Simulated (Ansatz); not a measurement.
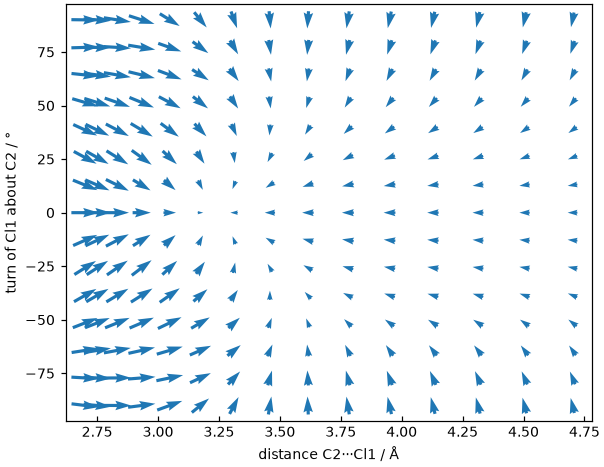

The pair Cl···CH₃F, charge −1. 
- The turn is about an axis along (−0.47, −0.88, −0.09) in the frame of the relaxed pair, normal to the line between the partners.
- Coordinates scanned: (1) distance C2···Cl1; (2) turn of Cl1 about C2.
- Grid: 15 × 15 points.
- Level of theory: RHF-MP2, frozen core/def2-TZVPD in Ansatz.

In the figure: arrows along the force (downhill), their lengths compressed.

> The arrows alone are given. Where is the energy lowest?

The arrows converge at about distance C2···Cl1 = 3.216 Å, turn of Cl1 about C2 = 0° (read from the interpolated surface).

The energy map of the same scan:

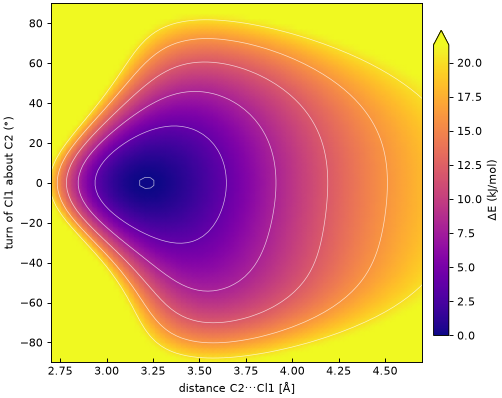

Energies are in kJ/mol, from the lowest grid point; between grid points the surface is interpolated.
